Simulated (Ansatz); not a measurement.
Electronic density of states of amorphous Si20Al32O88, density 2.86 g/cm³, on a 2×2×2 Γ-centred mesh with a Gaussian width of 0.1 eV; energies count from the Fermi level, whose place inside the gap is arbitrary. Cell and mesh are small, so fine structure isn't converged. These are PBE, scalar-relativistic without spin-orbit coupling (plane waves to 420 eV, PAW; Ansatz, a first-principles code) values and carry that method's errors. Sampling: a 2×2×2 Γ-centred mesh; Fermi-Dirac width 0.02 eV; no spin polarisation. At PBE the levels at the filled edge of the gap are localised (band-tail or defect states), and the nearest spread-out levels lie 4.6 eV apart at the zone centre.

A CHGNet melt-quench gave the starting glass, which DFT then relaxed. O atoms were pushed apart under 1.9 Å during the dynamics, to hinder bonds among them. The hot cell started wider than the set density and was brought back towards it in steps. It is the lowest in DFT energy of 4 quenches. It is a model cell: composition and starting density were chosen by hand, and all elements were melted together. No dispersion term was used. Its density started from a set value of 2.86 and ended at 2.86 g/cm³. Cooling (nominally 280 K/ps over its main leg) ran many orders faster than in experiment, which tends to leave more defects and strain. One small periodic cell is one sample of the glass; other quenches scatter about these values. The volume was held where the preparation left it and the shape relaxed, at a PBE pressure of 4.1 GPa. Stress components on the final sampling reach 4.1 GPa.

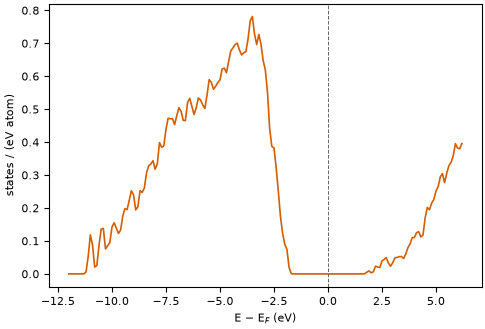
*Density of states per atom*

The level gap on this mesh is 3.80 eV; the broadening fills part of it in the curve.
